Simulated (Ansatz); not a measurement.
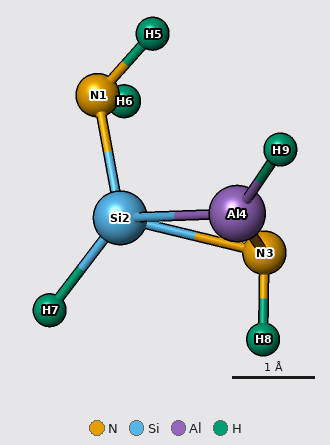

*The starting structure (ball-and-stick view, seen at a tilt; atoms are numbered from 1 in the order of the input). Sticks mark near contacts.*

**Geometry relaxation of AlSiN$_{2}$H$_{5}$**

The run: geometry relaxation of AlSiN$_{2}$H$_{5}$, SMILES N[SiH]1[NH][AlH]1. Method and program: RKS PBE0-D4/def2-SVP (Ansatz 0.2.0).

It belongs to a series of runs on one base structure; here: end point A relaxed. Figures and captions count atoms from 1; the log counts them from 0 in places.

**The program's output**
```
The last accepted step is kept in [file] (removed where the run ends without a failure and the disk answers)
Engine: ansatz 0.2.0, aarch64-unknown-linux-gnu
Functional definition: PBE0
  parameter a = 0.25
  parameter kappa = 0.804
  parameter beta = 0.06672455060314922
  exchange = (1 - a)*pbe_x(kappa = kappa, mu = beta*pi^2/3) + a*exact_x
  correlation = pbe_c(beta = beta)
933 factors; integrals over basis functions are off by at most 3.9e-4 eV
mean field evaluation 1: about -17507.1949 eV, gradient 7.1e1 eV
mean field evaluation 2: about -17447.6928 eV, gradient 1.4e2 eV
mean field evaluation 4: about -17517.7156 eV, gradient 1.6e1 eV
mean field evaluation 8: about -17518.2908 eV, gradient 2.4e-1 eV
mean field evaluation 16: about -17518.2909 eV, gradient 7.5e-5 eV
mean field -17518.29094434 eV, -643.7853178804 hartree, gradient 7.5e-5 eV, S^2 0.000000; 0 other end points of the search recorded, 0 dependent functions left out
the calculation of the forces begins
reference -17518.29097525 eV, -643.7853190165 hartree; 23, 23 occupied and 66, 66 virtual orbitals, 933 factors
relax step   1: F+E_penalty+E_count = -17518.45339486 eV  Δ(F+E_penalty+E_count) = +0.000e0 eV  max|allowed force component| = 3.017e0 eV/Å  Δτ_max = 0.0000 Å  (27 SCF iters, accepted)
these checks for a lower state are left out or cut short: starts, cluster_reference, orbital_swaps, neighbouring_geometries, increment
933 factors; integrals over basis functions are off by at most 2.9e-4 eV
mean field -17518.85647451 eV, -643.8061007308 hartree, gradient 9.9e-6 eV, S^2 0.000000; 0 other end points of the search recorded, 0 dependent functions left out
[... from here on the field's lines of each further geometry are left out, up to the last ...]
relax step   2: F+E_penalty+E_count = -17519.01784124 eV  Δ(F+E_penalty+E_count) = -5.644e-1 eV  max|allowed force component| = 1.837e0 eV/Å  Δτ_max = 0.1949 Å  (31 SCF iters, accepted)
relax step   3: F+E_penalty+E_count = -17519.47247666 eV  Δ(F+E_penalty+E_count) = -4.546e-1 eV  max|allowed force component| = 1.557e0 eV/Å  Δτ_max = 0.1949 Å  (30 SCF iters, accepted)
relax step   4: F+E_penalty+E_count = -17519.74293815 eV  Δ(F+E_penalty+E_count) = -2.705e-1 eV  max|allowed force component| = 2.082e0 eV/Å  Δτ_max = 0.1994 Å  (30 SCF iters, accepted)
relax step   5: F+E_penalty+E_count = -17519.93036228 eV  Δ(F+E_penalty+E_count) = -1.874e-1 eV  max|allowed force component| = 1.266e0 eV/Å  Δτ_max = 0.2000 Å  (28 SCF iters, accepted)
relax step   6: F+E_penalty+E_count = -17519.99688739 eV  Δ(F+E_penalty+E_count) = -6.653e-2 eV  max|allowed force component| = 5.363e-1 eV/Å  Δτ_max = 0.2000 Å  (28 SCF iters, accepted)
relax step   7: F+E_penalty+E_count = -17520.03140422 eV  Δ(F+E_penalty+E_count) = -3.452e-2 eV  max|allowed force component| = 2.839e-1 eV/Å  Δτ_max = 0.0942 Å  (28 SCF iters, accepted)
relax step   8: F+E_penalty+E_count = -17519.99738820 eV  Δ(F+E_penalty+E_count) = +3.402e-2 eV  max|allowed force component| = 2.536e-1 eV/Å  Δτ_max = 0.1625 Å  (27 SCF iters, rejected (line search))
relax step   9: F+E_penalty+E_count = -17520.03696241 eV  Δ(F+E_penalty+E_count) = -5.558e-3 eV  max|allowed force component| = 2.667e-1 eV/Å  Δτ_max = 0.0812 Å  (28 SCF iters, accepted)
relax step  10: F+E_penalty+E_count = -17520.03701362 eV  Δ(F+E_penalty+E_count) = -5.121e-5 eV  max|allowed force component| = 2.328e-1 eV/Å  Δτ_max = 0.1000 Å  (28 SCF iters, accepted)
relax step  11: F+E_penalty+E_count = -17520.04441643 eV  Δ(F+E_penalty+E_count) = -7.403e-3 eV  max|allowed force component| = 1.286e-1 eV/Å  Δτ_max = 0.0376 Å  (25 SCF iters, accepted)
relax step  12: F+E_penalty+E_count = -17520.04579367 eV  Δ(F+E_penalty+E_count) = -1.377e-3 eV  max|allowed force component| = 9.417e-2 eV/Å  Δτ_max = 0.0139 Å  (26 SCF iters, accepted)
relax step  13: F+E_penalty+E_count = -17520.04657140 eV  Δ(F+E_penalty+E_count) = -7.777e-4 eV  max|allowed force component| = 2.906e-2 eV/Å  Δτ_max = 0.0302 Å  (25 SCF iters, accepted)
relax step  14: F+E_penalty+E_count = -17520.04676886 eV  Δ(F+E_penalty+E_count) = -1.975e-4 eV  max|allowed force component| = 7.431e-2 eV/Å  Δτ_max = 0.0222 Å  (25 SCF iters, accepted)
relax step  15: F+E_penalty+E_count = -17520.04689415 eV  Δ(F+E_penalty+E_count) = -1.253e-4 eV  max|allowed force component| = 4.082e-2 eV/Å  Δτ_max = 0.0059 Å  (23 SCF iters, accepted)
relax step  16: F+E_penalty+E_count = -17520.04691809 eV  Δ(F+E_penalty+E_count) = -2.395e-5 eV  max|allowed force component| = 1.866e-2 eV/Å  Δτ_max = 0.0137 Å  (25 SCF iters, accepted)
the calculation of the forces begins
reference -17519.88856251 eV, -643.8440292651 hartree; 23, 23 occupied and 66, 66 virtual orbitals, 933 factors
relax step  17: F+E_penalty+E_count = -17520.04704337 eV  Δ(F+E_penalty+E_count) = -1.253e-4 eV  max|allowed force component| = 7.933e-3 eV/Å  Δτ_max = 0.0081 Å  (23 SCF iters, accepted)
933 factors; integrals over basis functions are off by at most 2.9e-4 eV
mean field evaluation 128: about -17519.8885 eV, gradient 3.6e-2 eV
```

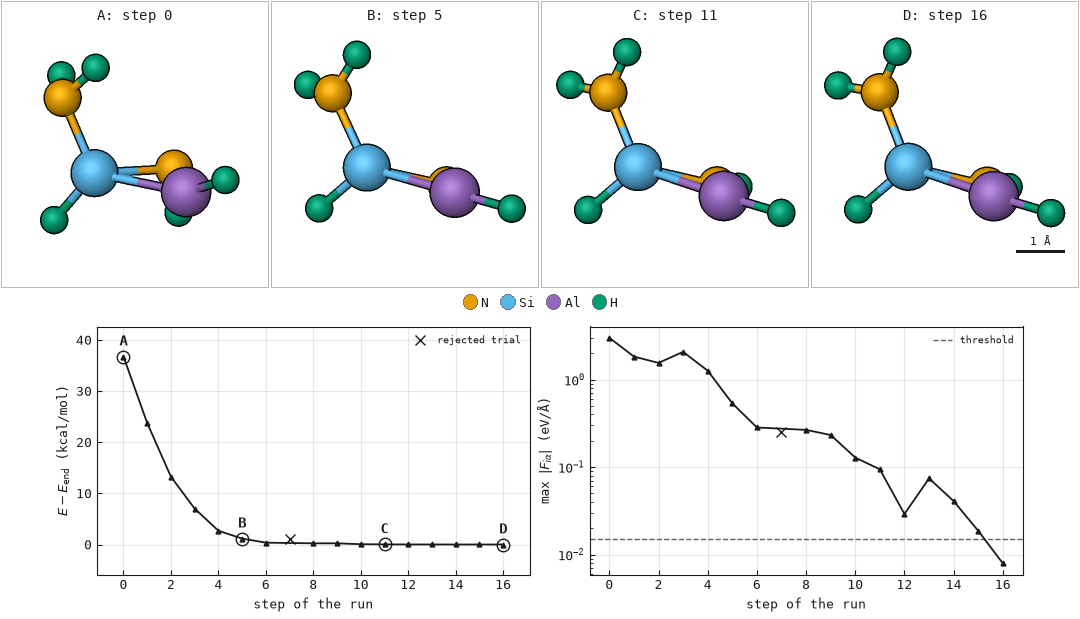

*Frames of the relaxation (ball-and-stick view, seen at a tilt) above the curves, on which the letters mark them (the first geometry is step 0 here and step 1 in the log).*

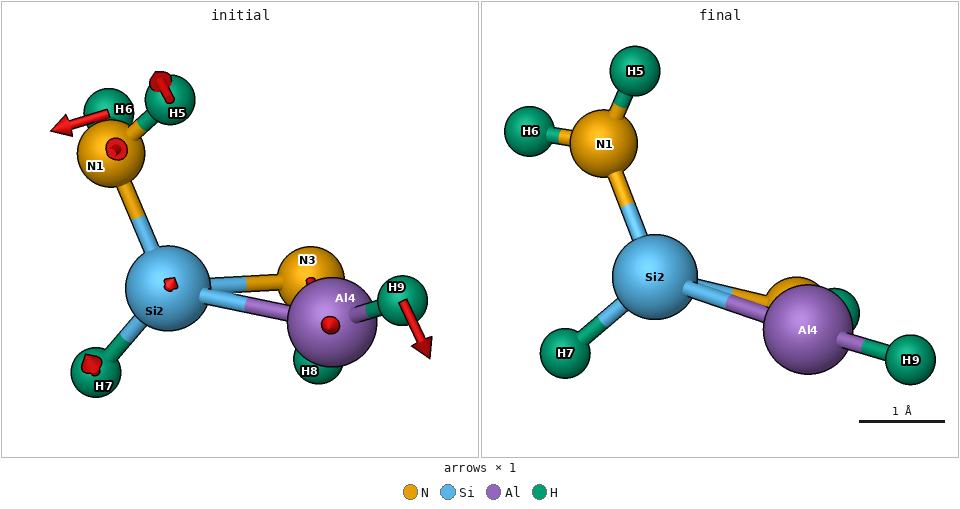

*Before (left) and after (right) the relaxation, at one scale (ball-and-stick view, seen at a tilt). The red arrows give the displacements, at true length.*

The energy falls by 36.8 kcal/mol in 16 geometry steps. Largest force component: 3 eV/Å at the start, 0.0079 eV/Å at the end. The line search rejected the trial step at point 7 (counted from 0) and went back. The largest move after the best rigid fit is that of H9, 0.77 Å. By element the largest moves are H 0.77 Å, N 0.50 Å, Al 0.27 Å, Si 0.19 Å. Among the contacts that change: N3–Al4 1.948 → 1.794 Å, N1–H5 1.091 → 1.012 Å, N1–H6 1.083 → 1.012 Å, Si2–N3 1.820 → 1.770 Å. Among the angles that change: Al4–N3–H8 103.3° → 148.2°, Si2–Al4–H9 147.5° → 176.4°, Si2–N3–H8 102.7° → 130.6°. (Atoms are counted from 1 in the order of the input.)

```
mean field -17519.88853142 eV, -643.8440281227 hartree, gradient 1.8e-5 eV, S^2 0.000000; 1 other end points of the search recorded, 0 dependent functions left out
the calculation of the forces begins
reference -17519.88856251 eV, -643.8440292651 hartree; 23, 23 occupied and 66, 66 virtual orbitals, 933 factors
Total energy: -17520.04707446 eV, -643.8498544719 hartree
Atom 0 at    -0.253004     1.759269     0.235686 Å, force    -0.007933     0.005388    -0.005376 eV/Å
Atom 1 at     0.556452     0.240172     0.215323 Å, force    -0.001878    -0.004986     0.002511 eV/Å
Atom 2 at    -0.403947    -1.239434     0.366205 Å, force    -0.001150     0.003626    -0.000808 eV/Å
Atom 3 at     0.312371    -1.539846    -1.250488 Å, force     0.002341    -0.000808    -0.003268 eV/Å
Atom 4 at    -0.916457     2.055634    -0.468118 Å, force     0.000671    -0.002593     0.001451 eV/Å
Atom 5 at     0.026518     2.511618     0.852071 Å, force     0.005276    -0.003264     0.002041 eV/Å
Atom 6 at     1.629902     0.422714     1.244979 Å, force     0.004280     0.003453     0.002338 eV/Å
Atom 7 at    -1.007805    -1.562838     1.118654 Å, force    -0.001025    -0.000939     0.000574 eV/Å
Atom 8 at     0.144469    -2.693588    -2.331313 Å, force    -0.000582     0.000122     0.000537 eV/Å
Dipole moment:    -0.189682     0.175114     0.021133 e Å
```

**Trajectory as extended XYZ (Å, eV, eV/Å), 11 of the 17 frames kept, from step=1 to step=17**
```
9
Properties=species:S:1:pos:R:3:forces:R:3 step=1 energy=-17518.45340
N     0.0498    1.7785   -0.0681   -3.0166   0.9734  -0.1569
Si    0.6598    0.2191    0.3670    0.1178  -0.4408  -0.3629
N    -0.7201   -0.9433    0.6079    1.5385  -1.9328  -0.3054
Al    0.1401   -1.5105   -1.0457   -0.3440   1.2831   0.8695
H    -0.6188    1.6725   -0.9240    1.7084   0.3224   1.8827
H    -0.6122    2.1419    0.7080    1.3750  -0.5183  -1.4513
H     1.6075    0.2045    1.5212   -0.0563   0.2978   0.0650
H    -0.3331   -1.6202    1.3304   -1.0679   0.6722  -0.4229
H    -0.0845   -1.9888   -2.5137   -0.2550  -0.6570  -0.1178
9
Properties=species:S:1:pos:R:3:forces:R:3 step=3 energy=-17519.47248
N    -0.0025    1.8631    0.0372    0.6063  -0.6486   0.3656
Si    0.6541    0.2643    0.3179   -0.6248   0.0770  -0.1900
N    -0.5578   -1.1142    0.4582    1.5567  -0.5715   0.8954
Al    0.1813   -1.4052   -1.1742   -0.4151  -0.2964  -0.5080
H    -0.5414    1.8628   -0.8100   -0.2814   0.1995  -0.5359
H    -0.5841    2.2162    0.7784   -0.2519   0.4092   0.4867
H     1.5859    0.3182    1.4885    0.0040  -0.0037  -0.1018
H    -0.5047   -1.6892    1.3334   -0.7974   0.6845  -0.8676
H    -0.1422   -2.3623   -2.4463    0.2038   0.1498   0.4557
9
Properties=species:S:1:pos:R:3:forces:R:3 step=4 energy=-17519.74294
N    -0.0380    1.8922    0.1082    0.4373  -0.9070  -0.2202
Si    0.6538    0.2808    0.2481   -0.8382   0.0403   0.1932
N    -0.4278   -1.1992    0.4070    0.4287  -0.3948   2.0824
Al    0.1897   -1.4220   -1.2401   -0.2249  -0.6348  -0.6491
H    -0.5484    2.0020   -0.7595   -0.1718   0.2164  -0.0338
H    -0.5594    2.2773    0.8818   -0.0993   0.2167   0.2786
H     1.6041    0.3545    1.4022    0.0931  -0.0444  -0.1172
H    -0.6901   -1.6830    1.3295    0.1398   1.0567  -1.9289
H    -0.0955   -2.5490   -2.3942    0.2352   0.4509   0.3950
9
Properties=species:S:1:pos:R:3:forces:R:3 step=6 energy=-17519.99689
N    -0.0794    1.8473    0.0952   -0.0715  -0.3114   0.0695
Si    0.6003    0.2546    0.1946   -0.2834   0.0079   0.1038
N    -0.4023   -1.2277    0.3854   -0.0019   0.0658   0.4649
Al    0.2444   -1.5052   -1.2565   -0.0202  -0.1632  -0.0423
H    -0.8324    2.0093   -0.5674    0.0522   0.1803   0.1470
H    -0.1817    2.3755    0.9602   -0.0863   0.0260  -0.2386
H     1.5708    0.4332    1.3145    0.2025  -0.1020  -0.0136
H    -0.9024   -1.5870    1.2123    0.1741   0.2266  -0.5363
H     0.0713   -2.6464   -2.3554    0.0344   0.0699   0.0455
9
Properties=species:S:1:pos:R:3:forces:R:3 step=7 energy=-17520.03140
N    -0.1182    1.8249    0.1147    0.0198  -0.0663   0.2839
Si    0.6059    0.2528    0.1966   -0.2054  -0.0049   0.0027
N    -0.3938   -1.2210    0.3823   -0.0705   0.0891   0.2606
Al    0.2771   -1.5273   -1.2407    0.0338  -0.0883  -0.1303
H    -0.8790    2.0268   -0.5249    0.0673   0.0058   0.0238
H    -0.1656    2.3999    0.9555    0.0016  -0.0869  -0.2318
H     1.6359    0.4034    1.2741    0.0232   0.0352  -0.0463
H    -0.9692   -1.5405    1.1650    0.1103   0.0734  -0.2022
H     0.0954   -2.6654   -2.3395    0.0199   0.0429   0.0396
9
Properties=species:S:1:pos:R:3:forces:R:3 step=9 energy=-17520.03696
N    -0.1657    1.7829    0.1655   -0.0712   0.2667   0.0026
Si    0.6036    0.2492    0.1865   -0.0642  -0.0471   0.0888
N    -0.4081   -1.1956    0.3704    0.0954  -0.1994  -0.1585
Al    0.2944   -1.5429   -1.2399   -0.0042   0.0149   0.0104
H    -0.8938    2.0360   -0.4909    0.0302  -0.0362  -0.0034
H    -0.1249    2.4193    0.9530    0.0522  -0.0090  -0.0282
H     1.6643    0.4113    1.2307    0.0274   0.0140   0.0051
H    -1.0081   -1.5115    1.1256   -0.0579   0.0110   0.0956
H     0.1269   -2.6949   -2.3179   -0.0077  -0.0149  -0.0124
9
Properties=species:S:1:pos:R:3:forces:R:3 step=11 energy=-17520.04442
N    -0.2066    1.7752    0.1971    0.0022  -0.0094  -0.0122
Si    0.5760    0.2416    0.2071   -0.1066   0.0388   0.1060
N    -0.4053   -1.2308    0.3651    0.1286   0.0424  -0.0969
Al    0.3037   -1.5302   -1.2573   -0.0466  -0.0791   0.0623
H    -0.9074    2.0472   -0.4799    0.0089   0.0056   0.0034
H    -0.0350    2.4873    0.8959    0.0142  -0.0213  -0.0128
H     1.6360    0.4247    1.2536   -0.0046  -0.0277  -0.0438
H    -0.9993   -1.5615    1.1218   -0.0115   0.0180   0.0075
H     0.1264   -2.6999   -2.3204    0.0153   0.0326  -0.0135
9
Properties=species:S:1:pos:R:3:forces:R:3 step=12 energy=-17520.04579
N    -0.2114    1.7747    0.2005   -0.0512   0.0194  -0.0381
Si    0.5689    0.2414    0.2094    0.0018   0.0271   0.0259
N    -0.4034   -1.2318    0.3683   -0.0581  -0.0618   0.0683
Al    0.3068   -1.5379   -1.2508   -0.0160  -0.0130   0.0230
H    -0.9081    2.0531   -0.4792    0.0335  -0.0193   0.0239
H    -0.0330    2.4894    0.8942    0.0247  -0.0084   0.0085
H     1.6418    0.4191    1.2423   -0.0192  -0.0038  -0.0132
H    -1.0066   -1.5582    1.1241    0.0808   0.0524  -0.0942
H     0.1334   -2.6961   -2.3258    0.0038   0.0074  -0.0041
9
Properties=species:S:1:pos:R:3:forces:R:3 step=14 energy=-17520.04677
N    -0.2396    1.7643    0.2219    0.0021   0.0743   0.0511
Si    0.5584    0.2403    0.2112    0.0196  -0.0109   0.0216
N    -0.4043   -1.2390    0.3686    0.0094   0.0112  -0.0154
Al    0.3080   -1.5419   -1.2485    0.0090   0.0007  -0.0125
H    -0.9140    2.0591   -0.4719    0.0040  -0.0022   0.0015
H     0.0105    2.5037    0.8686   -0.0172  -0.0610  -0.0539
H     1.6317    0.4232    1.2427   -0.0116  -0.0035  -0.0119
H    -1.0065   -1.5622    1.1219   -0.0112  -0.0047   0.0183
H     0.1444   -2.6938   -2.3315   -0.0041  -0.0039   0.0012
9
Properties=species:S:1:pos:R:3:forces:R:3 step=15 energy=-17520.04689
N    -0.2431    1.7636    0.2247    0.0015   0.0408   0.0319
Si    0.5574    0.2404    0.2126    0.0031  -0.0101   0.0062
N    -0.4040   -1.2398    0.3682    0.0072   0.0116  -0.0067
Al    0.3089   -1.5412   -1.2491    0.0065   0.0000  -0.0108
H    -0.9137    2.0603   -0.4720    0.0026  -0.0053  -0.0009
H     0.0143    2.5054    0.8645   -0.0084  -0.0341  -0.0285
H     1.6301    0.4228    1.2437   -0.0025   0.0005  -0.0030
H    -1.0053   -1.5642    1.1219   -0.0078  -0.0014   0.0104
H     0.1439   -2.6936   -2.3315   -0.0023  -0.0021   0.0014
9
Properties=species:S:1:pos:R:3:forces:R:3 step=17 energy=-17520.04704
N    -0.2530    1.7593    0.2357   -0.0079   0.0054  -0.0054
Si    0.5565    0.2402    0.2153   -0.0019  -0.0050   0.0025
N    -0.4039   -1.2394    0.3662   -0.0011   0.0036  -0.0008
Al    0.3124   -1.5398   -1.2505    0.0023  -0.0008  -0.0033
H    -0.9165    2.0556   -0.4681    0.0007  -0.0026   0.0015
H     0.0265    2.5116    0.8521    0.0053  -0.0033   0.0020
H     1.6299    0.4227    1.2450    0.0043   0.0035   0.0023
H    -1.0078   -1.5628    1.1187   -0.0010  -0.0009   0.0006
H     0.1445   -2.6936   -2.3313   -0.0006   0.0001   0.0005
```

The run was set up as follows.

**Input file**
```yaml
crystal:
  periodic: [false, false, false]
  atoms:
    - { symbol: "N", position_ang: [0.0498, 1.7785, -0.0681] }
    - { symbol: Si, position_ang: [0.6598, 0.2191, 0.367] }
    - { symbol: "N", position_ang: [-0.7201, -0.9433, 0.6079] }
    - { symbol: Al, position_ang: [0.1401, -1.5105, -1.0457] }
    - { symbol: H, position_ang: [-0.6188, 1.6725, -0.924] }
    - { symbol: H, position_ang: [-0.6122, 2.1419, 0.708] }
    - { symbol: H, position_ang: [1.6075, 0.2045, 1.5212] }
    - { symbol: H, position_ang: [-0.3331, -1.6202, 1.3304] }
    - { symbol: H, position_ang: [-0.0845, -1.9888, -2.5137] }
basis:
  gaussian: { orbitals: def2-SVP }
hamiltonian:
  xc: pbe0
  dispersion: d4
relax:
  f_tol: 0.015
  max_steps: 40
```

Run as:
```bash
ansatz run input.yaml --threads 1 --pin off --max-ram 2048MiB --backend cpu --events-out ev --progress --plain --runs-dir out
```

**Results in brief**

| quantity | value |
| --- | --- |
| outcome | converged |
| total energy | −17520.0471 eV |
| mean-field energy | −17519.8886 eV |
| largest force (length of the vector) at the end | 0.011 eV/Å |
| hardware | 1 thread of Arm Neoverse V1, 24 GiB of memory available, shared host |
| wall time | 62 s |
| peak memory | 0.17 GiB |
